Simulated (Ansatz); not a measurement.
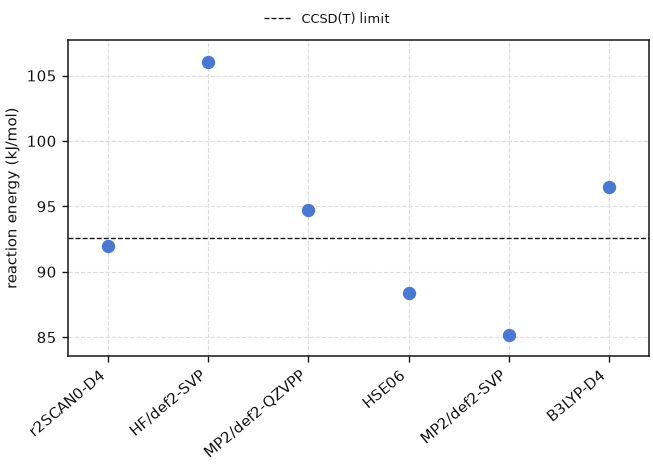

Electronic reaction energy of SnI₂F₂ ([F][Sn]([F])([I])[I]) + Si₂H₄OF₂ (O[SiH](F)[SiH2]F) → SnIF₃ ([F][Sn]([F])([F])[I]) + Si₂H₄OIF (O[SiH](F)[SiH2]I) (SMILES in brackets) at several levels (functionals in def2-TZVPP unless a basis is named), isolated molecules at PBE0-D4 triple-zeta geometries, minima by their frequencies, no zero-point or thermal terms, the Ansatz code 0.2.0. The line is frozen-core CCSD(T) at the basis limit (MP2 extrapolated from triple and quadruple zeta, plus CCSD(T) less MP2 in a smaller set). No dispersion term is added to HSE06. The distance of HF/def2-SVP, MP2/def2-QZVPP and MP2/def2-SVP to the limit includes basis error. Core potentials past Kr.

### What do zero-point energy and temperature add?

Zero-point change −1.0 kJ/mol; at 298.15 K and 1 bar the CCSD(T) limit plus thermal terms gives an enthalpy of reaction of 90.9 and a free energy of 93.9 kJ/mol (harmonic PBE0-D4 modes, ideal gas).

### Give the values.

| level | kJ/mol | less CCSD(T) limit |
| --- | --- | --- |
| r2SCAN0-D4 | 92.0 | −0.6 |
| HF/def2-SVP | 106.1 | 13.5 |
| MP2/def2-QZVPP | 94.7 | 2.1 |
| HSE06 | 88.4 | −4.2 |
| MP2/def2-SVP | 85.2 | −7.4 |
| B3LYP-D4 | 96.5 | 3.9 |
| CCSD(T) limit | 92.6 | 0.0 |

Note: outer-core shells are correlated without core-valence functions, which makes the correlated values less sure; spin-orbit coupling is left out, and with Sn and I it can shift these values; one conformer of each flexible molecule.
